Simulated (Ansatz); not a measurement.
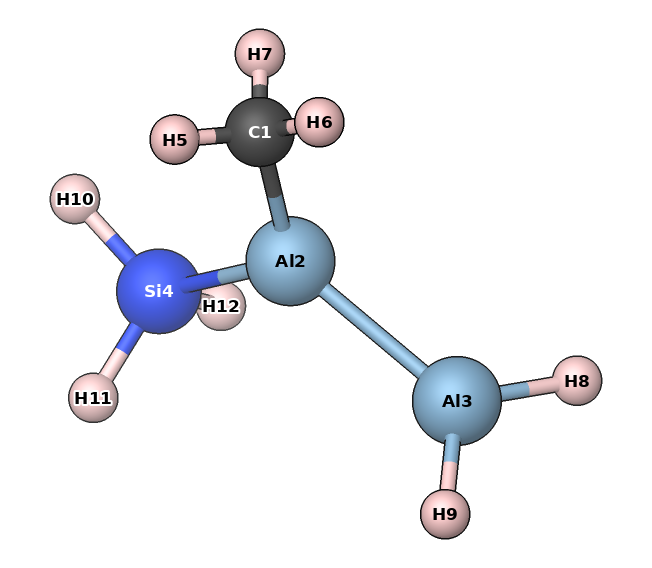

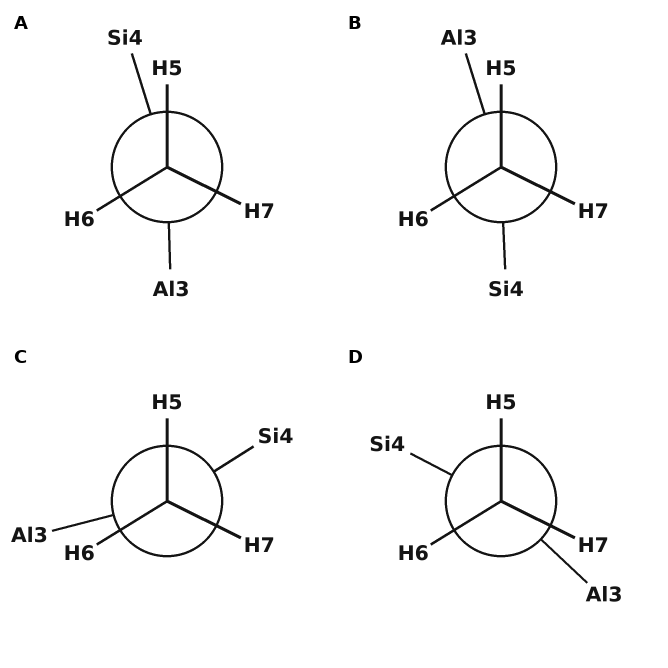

Distant atoms are faded towards the background colour. Bonds that would overlap in a projection are set slightly apart. The geometry was computed by an optimisation with PBE0-D4/def2-TZVP. No frequency run is at hand to confirm it as a minimum.

Which Newman projection shows the view along C1–Al2, with C1 in front?

Answer. C. The torsion angle H5–C1–Al2–Si4 is 58°, synclinal (gauche).
